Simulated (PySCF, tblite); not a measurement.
# C3H4FNS2Si: dynamics, then NMR shifts on frames, part 2 of 2

tblite 0.8.0 and PySCF 2.14.0. Atoms count from 0. The steps go on from the part before.

### Step 5. Shielding tensors: 625 fs, PBE0/pcSseg-1

Job settings and geometry (Å):

```
{"job": {"kind": "nmr", "xc": "PBE0", "basis": "pcSseg-1", "pop": false}, "charge": 0, "multiplicity": 1}
F     -2.680300     1.662600    -0.605500
C     -2.244700     0.773600     0.214100
C     -2.838600     0.384500     1.374400
S     -2.020600    -0.873100     2.106100
N     -0.839900    -0.888200     0.935500
C     -1.045200     0.034800    -0.030300
S      0.145400     0.094500    -1.235200
Si     1.527600    -1.351000    -0.199200
H     -3.700600     0.741100     1.839100
H      2.575400    -1.301100    -1.206800
H      0.958600    -2.650300    -0.167200
H      1.817800    -0.482600     1.044800
```

Method: GIAO PBE0/pcSseg-1 NMR shielding, non-relativistic, gas phase.

Log:

```text
coarse grid: 12760 points
cycle   1  E = -1356.2993315164  dE =  1.491e+00  |g| = 4.666e-01  |ddm| = 3.740e+00
cycle   2  E = -1356.2747959795  dE =  2.454e-02  |g| = 6.127e-01  |ddm| = 9.476e-01
cycle   3  E = -1356.3393651238  dE = -6.457e-02  |g| = 1.033e-01  |ddm| = 5.508e-01
cycle   4  E = -1356.3406045208  dE = -1.239e-03  |g| = 6.736e-02  |ddm| = 1.465e-01
cycle   5  E = -1356.3417132327  dE = -1.109e-03  |g| = 1.049e-02  |ddm| = 7.854e-02
cycle   6  E = -1356.3417299828  dE = -1.675e-05  |g| = 5.294e-03  |ddm| = 1.428e-02
cycle   7  E = -1356.3417361951  dE = -6.212e-06  |g| = 1.394e-03  |ddm| = 6.791e-03
final grid: 113128 points
cycle   8  E = -1356.3966456318  dE = -1.171e-05  |g| = 1.081e-02  |ddm| = 2.979e-02
cycle   9  E = -1356.3965927206  dE =  5.291e-05  |g| = 1.819e-02  |ddm| = 2.888e-02
cycle  10  E = -1356.3966719035  dE = -7.918e-05  |g| = 2.305e-03  |ddm| = 1.975e-02
cycle  11  E = -1356.3966732034  dE = -1.300e-06  |g| = 4.725e-04  |ddm| = 2.502e-03
cycle  12  E = -1356.3966732525  dE = -4.912e-08  |g| = 1.679e-04  |ddm| = 5.952e-04
cycle  13  E = -1356.3966732583  dE = -5.790e-09  |g| = 7.018e-05  |ddm| = 2.268e-04
cycle  14  E = -1356.3966732594  dE = -1.100e-09  |g| = 1.846e-05  |ddm| = 7.767e-05
cycle  15  E = -1356.3966732594  dE = -7.526e-11  |g| = 5.078e-06  |ddm| = 2.481e-05
converged SCF energy = -1356.3966732594

GIAO shielding tensors (ppm)
atom      isotropic    diamagn.    paramagn.     s11        s22        s33       span
  0 F      333.150     470.934    -137.785    244.562    289.140    465.748    221.186
  1 C       29.940     248.253    -218.313    -18.100     39.397     68.522     86.621
  2 C       57.842     266.039    -208.196    -13.801     37.891    149.436    163.237
  3 S      176.668    1056.908    -880.240   -159.768    328.954    360.818    520.586
  4 N      -66.589     328.388    -394.977   -270.342   -103.010    173.584    443.926
  5 C       16.592     260.480    -243.889    -53.840    -15.745    119.361    173.201
  6 S      547.981    1057.986    -510.005    313.525    510.373    820.046    506.521
  7 Si     410.392     877.582    -467.190    363.350    418.817    449.010     85.660
  8 H       24.711      30.083      -5.372     22.543     24.372     27.218      4.675
  9 H       27.160      28.453      -1.293     23.228     25.105     33.146      9.918
 10 H       26.976      28.912      -1.937     22.879     25.512     32.536      9.657
 11 H       25.314      27.189      -1.875     21.782     23.679     30.480      8.698
```

It took 44 s on 1 thread of Arm Neoverse N1, shared host; peak memory 0.86 GiB.

This run: δ C5 170.3, C1 157.0, C2 129.1, F0 -162.2, H8 7.01, H11 6.40 ppm.

### Step 6. Shielding tensors: 800 fs, PBE0/pcSseg-1

Job settings and geometry (Å):

```
{"job": {"kind": "nmr", "xc": "PBE0", "basis": "pcSseg-1", "pop": false}, "charge": 0, "multiplicity": 1}
F     -2.762300     1.969500    -0.646200
C     -2.264700     0.918000     0.073600
C     -2.910800     0.579700     1.192000
S     -1.992400    -0.632800     2.016700
N     -0.886000    -0.703700     0.758200
C     -1.112100     0.101200    -0.223400
S     -0.054600     0.341400    -1.501800
Si     1.394500    -1.200300    -0.925400
H     -3.771200     1.230100     1.483000
H      2.518700    -1.173600    -1.863300
H      0.501900    -2.361400    -1.322700
H      1.979200    -0.712400     0.379900
```

Method: GIAO PBE0/pcSseg-1 NMR shielding, non-relativistic, gas phase.

Log:

```text
coarse grid: 12760 points
cycle   1  E = -1356.2874194921  dE =  1.391e+00  |g| = 4.861e-01  |ddm| = 3.691e+00
cycle   2  E = -1356.2536846043  dE =  3.373e-02  |g| = 6.813e-01  |ddm| = 1.039e+00
cycle   3  E = -1356.3310409442  dE = -7.736e-02  |g| = 9.565e-02  |ddm| = 6.152e-01
cycle   4  E = -1356.3321220502  dE = -1.081e-03  |g| = 6.017e-02  |ddm| = 1.349e-01
cycle   5  E = -1356.3330144648  dE = -8.924e-04  |g| = 1.359e-02  |ddm| = 7.300e-02
cycle   6  E = -1356.3330474575  dE = -3.299e-05  |g| = 5.188e-03  |ddm| = 1.614e-02
cycle   7  E = -1356.3330530073  dE = -5.550e-06  |g| = 1.547e-03  |ddm| = 6.552e-03
final grid: 113128 points
cycle   8  E = -1356.3894790123  dE = -1.108e-05  |g| = 1.160e-02  |ddm| = 2.996e-02
cycle   9  E = -1356.3894204754  dE =  5.854e-05  |g| = 1.961e-02  |ddm| = 3.072e-02
cycle  10  E = -1356.3895088227  dE = -8.835e-05  |g| = 2.220e-03  |ddm| = 2.038e-02
cycle  11  E = -1356.3895100069  dE = -1.184e-06  |g| = 5.349e-04  |ddm| = 2.521e-03
cycle  12  E = -1356.3895100706  dE = -6.373e-08  |g| = 1.696e-04  |ddm| = 6.000e-04
cycle  13  E = -1356.3895100761  dE = -5.423e-09  |g| = 7.082e-05  |ddm| = 2.112e-04
cycle  14  E = -1356.3895100771  dE = -1.068e-09  |g| = 1.882e-05  |ddm| = 7.347e-05
cycle  15  E = -1356.3895100772  dE = -7.799e-11  |g| = 6.084e-06  |ddm| = 2.644e-05
converged SCF energy = -1356.3895100772

GIAO shielding tensors (ppm)
atom      isotropic    diamagn.    paramagn.     s11        s22        s33       span
  0 F      307.263     472.601    -165.339    203.202    330.789    387.796    184.594
  1 C       17.220     249.632    -232.413    -54.305     46.656     59.309    113.614
  2 C       47.079     269.320    -222.241    -36.343     40.934    136.648    172.991
  3 S      169.314    1055.476    -886.162   -146.244    288.632    365.553    511.798
  4 N      -47.244     328.135    -375.379   -267.666    -75.491    201.427    469.093
  5 C       32.360     259.048    -226.688    -35.244     12.995    119.329    154.573
  6 S      595.688    1057.925    -462.238    347.458    594.380    845.225    497.767
  7 Si     406.961     877.251    -470.290    352.842    391.394    476.649    123.807
  8 H       22.808      28.471      -5.663     20.555     23.506     24.363      3.808
  9 H       27.047      27.798      -0.752     23.791     24.762     32.586      8.795
 10 H       25.043      26.643      -1.600     21.015     23.312     30.802      9.787
 11 H       25.521      27.535      -2.014     21.580     24.366     30.617      9.037
```

It took 42 s on 1 thread of Arm Neoverse N1, shared host; peak memory 0.86 GiB.

This run: δ C1 169.7, C5 154.6, C2 139.8, F0 -136.3, H8 8.91, H10 6.67 ppm.

### Step 7. NMR shieldings: 1000 fs, PBE0/pcSseg-1

Job settings and geometry (Å):

```
{"job": {"kind": "nmr", "xc": "PBE0", "basis": "pcSseg-1", "pop": false}, "charge": 0, "multiplicity": 1}
F     -2.902600     1.644800    -0.453600
C     -2.359900     0.712500     0.301100
C     -2.785400     0.382000     1.536700
S     -1.700700    -0.773500     2.197900
N     -0.625000    -0.784700     0.951300
C     -1.080600     0.079100     0.029600
S      0.097700     0.387900    -1.195900
Si     1.394300    -1.428900    -1.038600
H     -3.544400     0.883100     2.157700
H      2.301200    -1.259200    -2.150400
H      0.473400    -2.560100    -1.290600
H      1.935000    -1.623600     0.291900
```

With the program's defaults for keys left out, this is: GIAO PBE0/pcSseg-1 NMR shielding, non-relativistic, gas phase.

Log:

```text
coarse grid: 12760 points
cycle   1  E = -1356.2979865522  dE =  1.349e+00  |g| = 4.786e-01  |ddm| = 3.683e+00
cycle   2  E = -1356.2586643897  dE =  3.932e-02  |g| = 6.846e-01  |ddm| = 1.022e+00
cycle   3  E = -1356.3398022422  dE = -8.114e-02  |g| = 1.245e-01  |ddm| = 6.320e-01
cycle   4  E = -1356.3421738387  dE = -2.372e-03  |g| = 7.211e-02  |ddm| = 1.745e-01
cycle   5  E = -1356.3434265732  dE = -1.253e-03  |g| = 1.239e-02  |ddm| = 8.243e-02
cycle   6  E = -1356.3434511598  dE = -2.459e-05  |g| = 6.149e-03  |ddm| = 1.776e-02
cycle   7  E = -1356.3434601153  dE = -8.955e-06  |g| = 1.883e-03  |ddm| = 8.230e-03
final grid: 113128 points
cycle   8  E = -1356.3991582831  dE = -1.230e-05  |g| = 1.081e-02  |ddm| = 3.042e-02
cycle   9  E = -1356.3991058244  dE =  5.246e-05  |g| = 1.802e-02  |ddm| = 2.898e-02
cycle  10  E = -1356.3991853679  dE = -7.954e-05  |g| = 2.030e-03  |ddm| = 1.953e-02
cycle  11  E = -1356.3991864182  dE = -1.050e-06  |g| = 4.091e-04  |ddm| = 2.332e-03
cycle  12  E = -1356.3991864545  dE = -3.636e-08  |g| = 1.774e-04  |ddm| = 5.235e-04
cycle  13  E = -1356.3991864608  dE = -6.246e-09  |g| = 7.618e-05  |ddm| = 2.231e-04
cycle  14  E = -1356.3991864620  dE = -1.255e-09  |g| = 1.741e-05  |ddm| = 7.731e-05
cycle  15  E = -1356.3991864621  dE = -6.844e-11  |g| = 5.120e-06  |ddm| = 2.437e-05
converged SCF energy = -1356.3991864621

GIAO shielding tensors (ppm)
atom      isotropic    diamagn.    paramagn.     s11        s22        s33       span
  0 F      325.941     471.624    -145.683    228.452    300.110    449.261    220.809
  1 C       25.484     249.546    -224.062    -33.771     40.809     69.413    103.184
  2 C       46.399     270.200    -223.801    -36.045     31.715    143.528    179.574
  3 S      133.610    1055.601    -921.991   -123.851    247.156    277.524    401.375
  4 N      -57.371     326.174    -383.545   -255.162   -132.704    215.752    470.914
  5 C       17.177     261.727    -244.551    -57.236      1.158    107.608    164.844
  6 S      534.797    1058.024    -523.227    308.057    445.032    851.301    543.244
  7 Si     398.124     878.157    -480.034    354.578    389.624    450.169     95.590
  8 H       23.139      28.819      -5.680     21.415     23.114     24.888      3.474
  9 H       27.160      28.278      -1.118     23.398     24.923     33.158      9.761
 10 H       26.588      28.060      -1.472     22.998     25.124     31.640      8.642
 11 H       26.460      28.694      -2.234     22.168     25.437     31.776      9.608
```

Wall time 44 s (1 thread of Arm Neoverse N1, shared host); peak memory 0.86 GiB.

This run: δ C5 169.7, C1 161.4, C2 140.5, F0 -155.0, H8 8.58, H11 5.26 ppm.

### Step 8. Comparing the runs: NMR shifts

Shifts (ppm) of some atoms, chosen among heavy atoms and hydrogens apart, with basis size and wall time:

| frame | H8 | H10 | F0 | S3 | S6 | N4 | Si7 | functions | time |
| --- | --- | --- | --- | --- | --- | --- | --- | --- | --- |
| 250 fs | 7.40 | 5.04 | -143.7 | 337 | -76 | 293.1 | -71.9 | 177 | 41 s |
| 425 fs | 7.55 | 6.01 | -138.2 | 297 | -83 | 303.6 | -58.8 | 177 | 41 s |
| 625 fs | 7.01 | 4.74 | -162.2 | 327 | -44 | 334.3 | -61.2 | 177 | 44 s |
| 800 fs | 8.91 | 6.67 | -136.3 | 334 | -92 | 315.0 | -57.8 | 177 | 42 s |
| 1000 fs | 8.58 | 5.13 | -155.0 | 370 | -31 | 325.1 | -49.0 | 177 | 44 s |

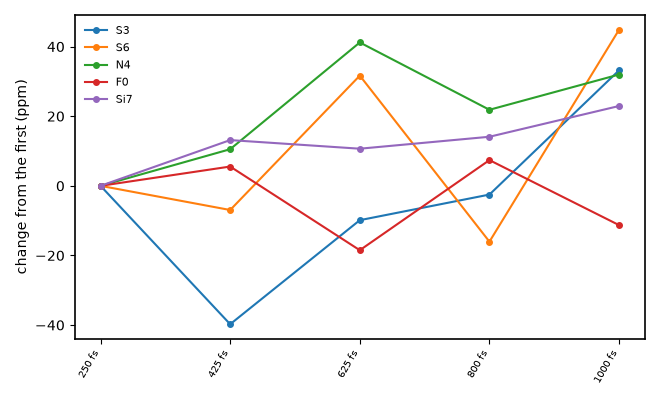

How five of the tabulated atoms move from run to run.

### Step 9. What came out

What follows sums up all 2 parts.

```
                                        quantity                       value
                                      thermostat                       300 K
                   mean temperature, second half                       287 K
         mean potential energy above the minimum                     0.45 eV
  13C shifts against TMS (PBE0/pcSseg-1, 250 fs)     167.0, 162.1, 139.5 ppm
   1H shifts against TMS (PBE0/pcSseg-1, 250 fs)  7.40, 5.04, 4.88, 4.52 ppm
19F shifts against CFCl3 (PBE0/pcSseg-1, 250 fs)                  -143.7 ppm
  33S shifts against CS2 (PBE0/pcSseg-1, 250 fs)                337, -76 ppm
  15N shifts against NH3 (PBE0/pcSseg-1, 250 fs)                   293.1 ppm
 29Si shifts against TMS (PBE0/pcSseg-1, 250 fs)                   -71.9 ppm
                        range of the shift of S3              297 to 370 ppm
```

**Reading.** In the second half the potential energy averages 0.45 eV above the minimum; equipartition over 30 harmonic modes at 300 K would give 0.39 eV. With 12 atoms the temperature swings widely (174 to 398 K). Shifts at one fixed geometry are not the observed spectrum, which averages over the motion. In the first frame run (250 fs): Shielding is most anisotropic at S6 (span 592 ppm, paramagnetic term -479 ppm). NICS(1)zz of -23 ppm above the planar ring from C1 marks a diatropic (aromatic) ring current. In ppm, S3 moves most: its shift spreads over 73 ppm, from 297 (425 fs) to 370 (1000 fs).
